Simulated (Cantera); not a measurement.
Feed: 1 mol Si2Cl6, 22 mol NH3, 0.18 mol H2, held at 2700 Pa.

These are equilibrium values from Cantera (NASA tables, ideal gas, pure condensed phases), not measurements of a reactor. Candidate condensed phases: NH4Cl, Si, Si3N4; 28 gas species. The feed counts by its element totals alone. The tables' values for SiCl3, SiCl are old estimates; treat these amounts as uncertain. Gases not in the tables: Si2H6 and higher silanes. Rates play no part.

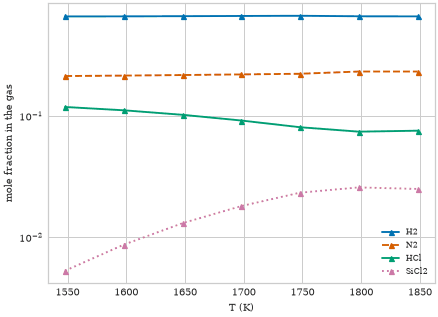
Fig. 1. Equilibrium gas composition (values under 1e-9 drawn at 1e-9)

From 1548 K to 1748 K the condensed part is Si3N4(s). From 1798 K to 1848 K the condensed part is Si(l). The main Si-bearing gas is SiCl2 throughout. The share of Si in condensed phases is highest at 1548 K (87.1 %) and lowest at 1798 K (37.7 %).
